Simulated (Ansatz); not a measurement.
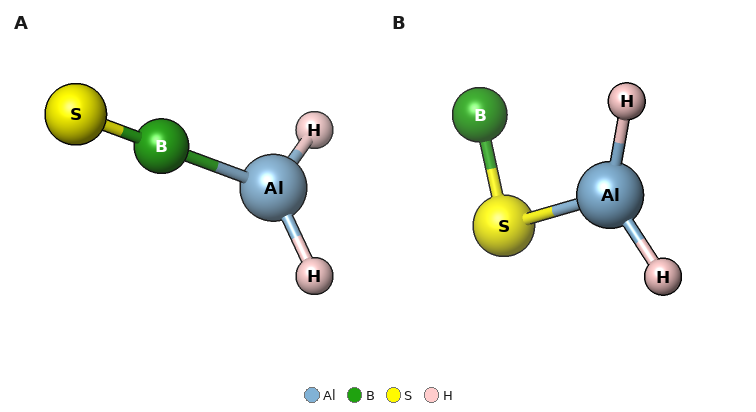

2 stationary structures of one formula. Geometries: PBE0-D4/def2-TZVP. Electronic energies: RHF-CCSD(T) (frozen core)/def2-TZVPP (Ansatz 0.2.0), without zero-point energy. No frequency run is at hand to confirm each as a minimum.

### Rank them by energy, lowest first.

A is lowest; B lies 1.426 eV above it (Cs).
